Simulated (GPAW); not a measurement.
# How Pt absorbs and reflects light

Aim: the dielectric function of Pt, and the optical constants that follow from it.

Program: GPAW 26.7.0. Level of theory: DFT, LDA, plane-wave PAW (GPAW data sets), scalar-relativistic, RPA, optical limit. Results are calculated unless marked as measured.

### 1. The starting structure

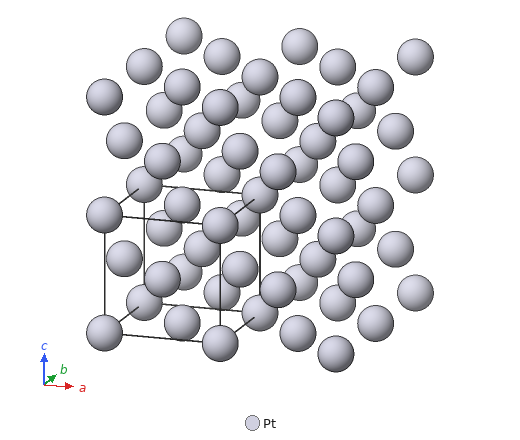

The cell as given, slightly off an axis (platinum light grey). 2×2×2 cells are drawn. This picture shows the conventional cell, with its axes. Some periodic images of atoms are drawn too.

Coordinates:

```cif
data_structure
_symmetry_space_group_name_H-M 'P 1'
_symmetry_Int_Tables_number 1
_cell_length_a 2.7731
_cell_length_b 2.7731
_cell_length_c 2.7731
_cell_angle_alpha 60.000
_cell_angle_beta 60.000
_cell_angle_gamma 60.000
_cell_volume 15.08
loop_
_atom_site_label
_atom_site_type_symbol
_atom_site_fract_x
_atom_site_fract_y
_atom_site_fract_z
_atom_site_occupancy
Pt1 Pt 0.00000 0.00000 0.00000 1
```

### 2. Bands for the response

At the fixed density, many empty bands are solved on the mesh of the response, since the spectrum sums over them.

This step: DFT, LDA, plane-wave PAW (GPAW data sets), scalar-relativistic, bands at fixed density (GPAW 26.7.0).

nscf.py reads:

```python
from ase.dft.bandgap import bandgap
from gpaw import GPAW, FermiDirac

calc = GPAW('gs.gpw').fixed_density(kpts={'size': (15, 15, 15), 'gamma': True}, nbands=29, convergence={'bands': 23},
                                    occupations=FermiDirac(0.05), txt='nscf.txt')
print('gap (eV)', bandgap(calc, output=None)[0])
print('direct gap (eV)', bandgap(calc, direct=True, output=None)[0])
print('top band over the Fermi level (eV)', min(calc.get_eigenvalues(kpt=k)[22] for k in range(len(calc.get_ibz_k_points()))) - calc.get_fermi_level())
calc.write('full.gpw', mode='all')
```

Run with:

```
$ OMP_NUM_THREADS=1 python nscf.py
```

Numbers of over 12 decimals in the logs are rounded to 6 here.

What it wrote:

```text
Diagonalizing LCAO Hamiltonian
Converting LCAO to pw mode
convergence criteria:
- Maximum integral of absolute [eigenst]ate change: 4e-08 eV^2 / valence electron
maximum number of iterations: 150

SCF iterations
|iter     |      energy | eigst |  dens |
|iter:   1||             | +3.25 |       |
|iter:   2||             | +1.22 |       |
|iter:   3||             | -1.11 |       |
|iter:   4||             | -2.90 |       |
|iter:   5||             | -4.75 |       |
|iter:   6||             | -6.34 |       |
|iter:   7||             | -7.31 |       |
|iter:   8||             | -7.96c|       |
SCF steps: 8
  __  _  _
 | _ |_)|_||  |
 |__||  | ||/\| - 26.7.0

Versions:
  Python: 3.12.14
  ASE:    3.29.0
  Numpy:  2.5.5
  Scipy:  1.18.1
  Libxc:  7.0.0

Input parameters:
  mode=PW(ecut=500.0),
  convergence={'bands': 23},
  gpts=array([15, 15, 15]),
  kpts=MonkhorstPack(size=(15, 15, 15), gamma=True),
  maxiter=150,
  nbands=29,
  occupations=Occupations(name='fermi-dirac', width=0.05, fixmagmom=False),
  parallel={},
  xc=XC(name='LDA')

--- standard output ---
gap (eV) 0.0
direct gap (eV) 0.0
top band over the Fermi level (eV) 45.609648
```

It took 22 s on 1 thread of Arm Neoverse V1, shared host; peak memory 0.15 GiB.

### 3. Dielectric function, RPA

Transitions between filled and empty bands, summed over the zone, give the optical response, so mesh, band count and broadening shape it.

The induced potential is part of this response.

This step: DFT, LDA, plane-wave PAW (GPAW data sets), scalar-relativistic, RPA, optical limit (GPAW 26.7.0).

df.py reads:

```python
from gpaw.response.df import DielectricFunction

df = DielectricFunction('full.gpw', frequencies={'type': 'nonlinear', 'domega0': 0.03, 'omega2': 8},
                        ecut=50,
                        eta=0.15,
                        nbands=23,
                        rate=0.05,
                        txt='df.txt')
for direction in ['x']:
    df.get_dielectric_function(xc='RPA', direction=direction, filename=f'df_{direction}.csv')
```

Run with:

```
$ OMP_NUM_THREADS=1 python df.py
```

What it wrote:

```text
Using integrator: PointIntegrator
NonLinearFrequencyDescriptor(from 0.000 to 104.051 eV, 544 points)
Nonperiodic BCs:  [False False False]
Using integrator: PointIntegrator
NonLinearFrequencyDescriptor(from 0.000 to 104.051 eV, 544 points)
Nonperiodic BCs:  [False False False]
Using integrator: PointIntegrator

Calculating chi0 body with:
    Ground state adapter containing:
    Number of spins: 1
    Number of kpoints: 3375
    Number of irreducible kpoints: 120
    Number of completely occupied states: 5
    Number of partially occupied states: 9

    Linear response parametrization:
    q_c: [0.0, 0.0, 0.0]
    Number of frequency points: 544
    Planewave cutoff: 50.0
    Number of bands: 23
    Number of planewaves: 15
    Broadening (eta): 0.15

Integrating chi0 body.

Symmetries of q_c:
    Direct symmetries (Uq -> q): 48
    Indirect symmetries (TUq -> q): 0
In total 48 allowed symmetries.

120 groups of equivalent kpoints. 96.444444% reduction.

Integral kind: spectral function

Calculating chi0 optical extensions with:
    Ground state adapter containing:
    Number of spins: 1
    Number of kpoints: 3375
    Number of irreducible kpoints: 120
    Number of completely occupied states: 5
    Number of partially occupied states: 9

    Linear response parametrization:
    Number of frequency points: 544
    Planewave cutoff: 50.0
    Number of bands: 23
    Number of planewaves: 15
    Broadening (eta): 0.15
Integrating chi0 head and wings.

Symmetries of q_c:
    Direct symmetries (Uq -> q): 48
    Indirect symmetries (TUq -> q): 0
In total 48 allowed symmetries.

120 groups of equivalent kpoints. 96.444444% reduction.

Integral kind: spectral function wings

Calculating drude chi0 with:
    Number of frequency points:544
    Plasma frequency decay rate: 0.05 eV

    Ground state adapter containing:
    Number of spins: 1
    Number of kpoints: 3375
    Number of irreducible kpoints: 120
    Number of completely occupied states: 5
    Number of partially occupied states: 9

Symmetries of q_c:
    Direct symmetries (Uq -> q): 48
    Indirect symmetries (TUq -> q): 0
In total 48 allowed symmetries.

120 groups of equivalent kpoints. 96.444444% reduction.

Integral kind: intraband
Plasma frequency:
[[7.08-0.j 0.  +0.j 0.  +0.j]
 [0.  +0.j 7.08-0.j 0.  -0.j]
 [0.  +0.j 0.  +0.j 7.08-0.j]]
```

The job ended after 7 s (1 thread; peak memory 0.18 GiB).

Some rows of df_x.csv (energy; Re and Im without local fields; Re and Im with them):

```text
0.000000, 20363.419593, -0.000000, 20363.135828, -0.000000
0.460735, -252.676207, 156.081631, -252.675993, 156.052274
0.943989, -57.211655, 43.283341, -57.262475, 43.283168
1.451455, -26.778657, 31.487645, -26.840118, 31.479237
1.984998, -18.574337, 18.512636, -18.622215, 18.502392
2.546682, -10.590140, 13.573747, -10.638949, 13.583876
3.138794, -8.172727, 10.318919, -8.221353, 10.310606
3.763875, -5.107773, 6.517532, -5.140153, 6.517190
4.424758, -4.525717, 6.168808, -4.583141, 6.175236
5.124608, -1.902989, 4.315871, -1.948914, 4.308444
5.866977, -1.061613, 3.261612, -1.116786, 3.275281
6.655862, 1.713090, 4.783133, 1.680165, 4.789170
7.495775, -0.277504, 3.964556, -0.334866, 3.984254
8.391833, -0.137724, 5.266379, -0.179750, 5.363903
9.349861, -0.311241, 4.460263, -0.381068, 4.551523
10.376517, -0.845129, 2.331603, -1.002411, 2.403358
11.479449, -0.506466, 2.574426, -0.766321, 2.587213
12.667487, -0.027585, 2.345845, -0.225204, 2.284584
13.950874, 0.135520, 1.884646, -0.068466, 1.794526
```

Sum at mesh points, not converged in k. The Im ε, E ∥ x by photon energy; read off at these points:

| photon energy (eV) | Im ε, E ∥ x |
| --- | --- |
| 1.0 | 41.2 |
| 2.0 | 18.4 |
| 3.0 | 9.87 |
| 4.0 | 6.59 |
| 5.0 | 4.35 |
| 6.0 | 3.12 |
| 6.8 | 5.44 |
| 7.0 | 4.11 |
| 8.0 | 4.55 |
| 9.0 | 4.27 |
| 10.0 | 3.67 |
| 11.0 | 3.21 |
| 12.0 | 2.01 |
| 13.0 | 1.89 |

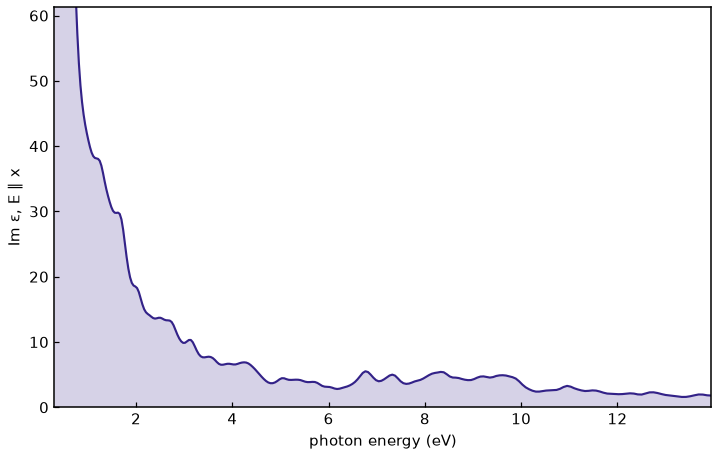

Im ε, E ∥ x against photon energy. Below 1 eV the curve runs off the scale.

Values under 1 per cm are given as 1; sum at mesh points, not converged in k. Table of absorption coefficient, E ∥ x by photon energy:

| photon energy (eV) | absorption coefficient, E ∥ x (1/cm) |
| --- | --- |
| 1.01 | 7.7e5 |
| 1.99 | 9.5e5 |
| 3.02 | 1.0e6 |
| 3.98 | 9.9e5 |
| 4.98 | 9.0e5 |
| 6.02 | 8.3e5 |
| 6.99 | 1.0e6 |
| 8.03 | 1.1e6 |
| 9.02 | 1.3e6 |
| 10.03 | 1.8e6 |
| 11.03 | 1.6e6 |
| 12.02 | 1.4e6 |
| 13.00 | 1.5e6 |

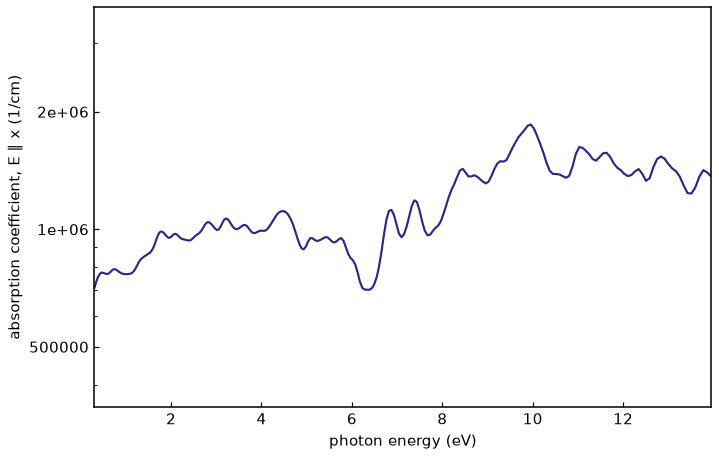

Absorption coefficient, E ∥ x against photon energy.

The loss function −Im 1/ε at q → 0, E ∥ x has structure finer than the step of the table below, so its rows give means over 0.5 eV, whole bins alone (the curve runs from 0.305 to 14.0 eV). Peaks (eV: height): 6.18: 0.357, 7.61: 0.277, 10.66: 0.368, 12.50: 0.505, 13.43: 0.628.

Sum at mesh points, not converged in k. Loss function −Im 1/ε at q → 0, E ∥ x against energy loss; means over each step:

| energy loss (eV) | loss function −Im 1/ε at q → 0, E ∥ x |
| --- | --- |
| 1.0 | 0.00995 |
| 1.5 | 0.0188 |
| 2.0 | 0.0265 |
| 2.5 | 0.0437 |
| 3.0 | 0.0546 |
| 3.5 | 0.0763 |
| 4.0 | 0.107 |
| 4.5 | 0.113 |
| 5.0 | 0.192 |
| 5.5 | 0.221 |
| 6.0 | 0.305 |
| 6.5 | 0.244 |
| 7.0 | 0.218 |
| 7.5 | 0.240 |
| 8.0 | 0.210 |
| 8.5 | 0.204 |
| 9.0 | 0.227 |
| 9.5 | 0.206 |
| 10.0 | 0.216 |
| 10.5 | 0.353 |
| 11.0 | 0.318 |
| 11.5 | 0.361 |
| 12.0 | 0.450 |
| 12.5 | 0.464 |
| 13.0 | 0.489 |
| 13.5 | 0.575 |

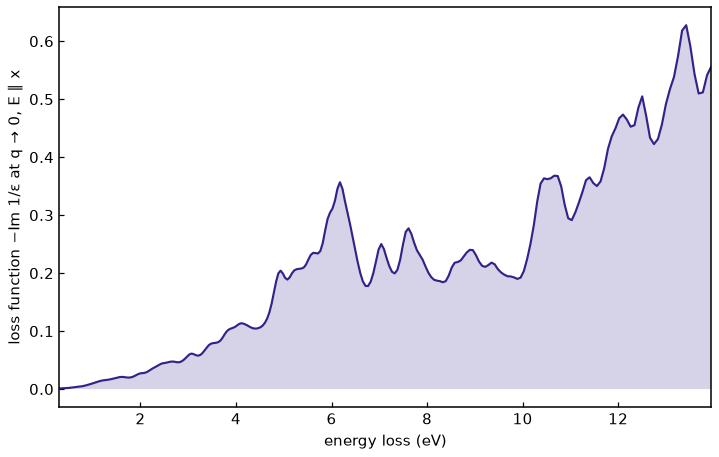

Loss function −Im 1/ε at q → 0, E ∥ x against energy loss.

Sum at mesh points, not converged in k. The reflectivity at normal incidence, E ∥ x by photon energy; read off at these points:

| photon energy (eV) | reflectivity at normal incidence, E ∥ x (%) |
| --- | --- |
| 0.50 | 93.5 |
| 1.00 | 84.7 |
| 1.50 | 76.7 |
| 2.00 | 74.8 |
| 2.50 | 67.0 |
| 3.00 | 64.8 |
| 3.50 | 60.0 |
| 4.00 | 53.1 |
| 4.50 | 56.5 |
| 4.56 | 57.0 |
| 5.00 | 40.6 |
| 5.50 | 38.3 |
| 6.00 | 29.7 |
| 6.50 | 19.9 |
| 6.87 | 31.7 |
| 7.00 | 28.1 |
| 7.50 | 29.5 |
| 8.00 | 24.8 |
| 8.50 | 32.8 |
| 9.00 | 28.2 |
| 9.50 | 32.8 |
| 10.00 | 44.6 |
| 10.50 | 30.3 |
| 11.00 | 31.7 |
| 11.10 | 33.7 |
| 11.50 | 30.9 |
| 12.00 | 27.6 |
| 12.50 | 23.1 |
| 13.00 | 27.3 |
| 13.50 | 18.1 |

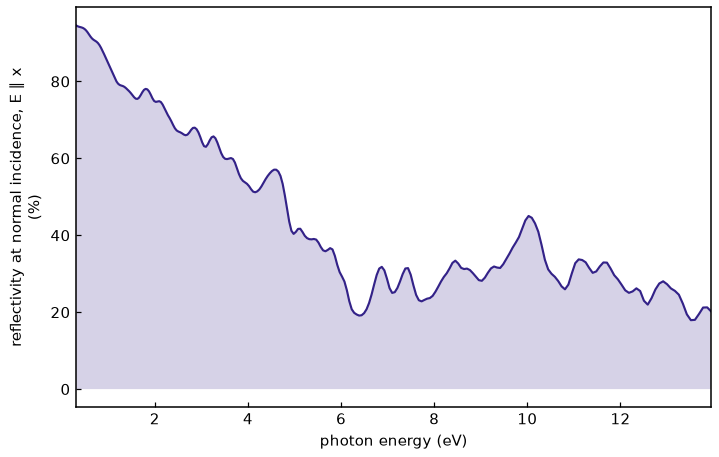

Reflectivity at normal incidence, E ∥ x, plotted against photon energy.

Sum at mesh points, not converged in k. The Im ε, E ∥ x by photon energy; read off at these points:

| photon energy (eV) | without local fields | with local fields |
| --- | --- | --- |
| 1.0 | 41.2 | 41.2 |
| 2.0 | 18.4 | 18.4 |
| 3.0 | 9.88 | 9.87 |
| 4.0 | 6.57 | 6.59 |
| 5.0 | 4.36 | 4.35 |
| 6.0 | 3.11 | 3.12 |
| 6.8 | 5.41 | 5.44 |
| 7.0 | 4.09 | 4.11 |
| 8.0 | 4.52 | 4.55 |
| 9.0 | 4.23 | 4.27 |
| 10.0 | 3.56 | 3.67 |
| 11.0 | 3.10 | 3.21 |
| 12.0 | 2.09 | 2.01 |
| 13.0 | 1.96 | 1.89 |

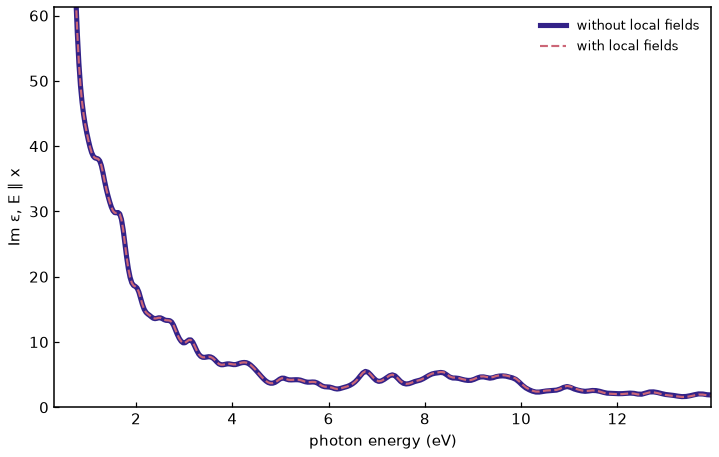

Im ε, E ∥ x, plotted against photon energy. Below 1 eV the curve runs off the scale.

Optical constants at common wavelengths, from n + ik = √ε:

| wavelength (nm) | n | k | R (%) | 1/α |
| --- | --- | --- | --- | --- |
| 1064 | 2.89 | 6.597 | 80.3 | 13 nm |
| 633 | 1.94 | 4.793 | 75.4 | 11 nm |
| 532 | 1.74 | 3.977 | 70.2 | 11 nm |
| 450 | 1.75 | 3.687 | 67.0 | 9.7 nm |
| 405 | 1.57 | 3.227 | 63.2 | 10.0 nm |
| 365 | 1.31 | 2.926 | 62.3 | 9.9 nm |
| 248 | 1.21 | 1.802 | 40.5 | 11 nm |

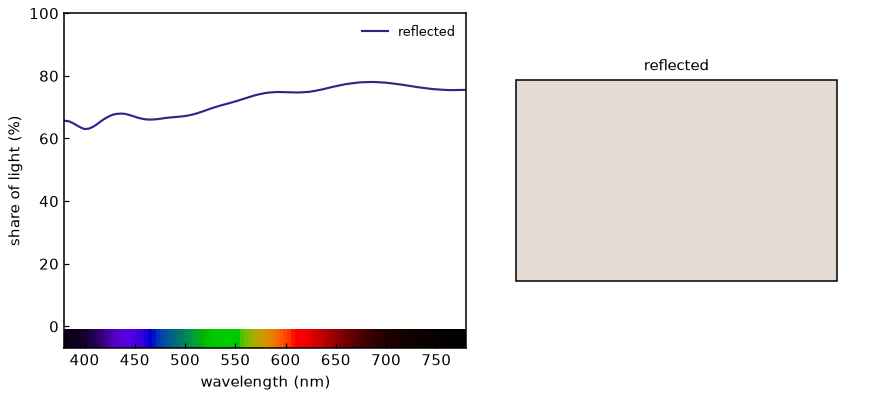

Light reflected across the visible range, with the colour that it makes of daylight (sRGB).

In reflection the computed colour is light grey: x = 0.324, y = 0.336, luminous reflectivity 72 %.

### 4. Summary of results

In words: At this level (LDA, RPA) Pt is a metal. The mesh is too coarse to trust the carriers' weight, the reflectivity or the colour to better than tens of per cent. In reflection the computed colour is light grey: x = 0.324, y = 0.336, luminous reflectivity 72 %. The carriers' damping of 0.05 eV is typed, not computed; it shapes the response at the lowest energies. Spin-orbit coupling is left out although heavy atoms are present. In this version of GPAW the matrix elements of the optical limit are incomplete, which can lower ε − 1 by up to a tenth where first-row anions or d states rule, and shift it by more in d metals. GPAW's carrier term has the form −ωp²/(ω + i·rate)², which damps like twice the rate and fails at low energy, so the curves leave the lowest energies out. The sum runs over mesh points 0.18 Å⁻¹ apart with no interpolation, so peaks are partly noise of the mesh, and the Drude plasma energy, a sum over the Fermi surface, isn't converged.

[Machine, clock and banner lines and Python warnings are left out of the logs.]

[Logs are printed without paths, hosts, clocks, repeated set-up lines and the standing remarks that a program may print on its own settings, such as how far it seeks lower states.]

[Hosts, paths, dates, database ids (printed as entryN), source tags and the programs' standing remarks are cut or masked in the printed files.]
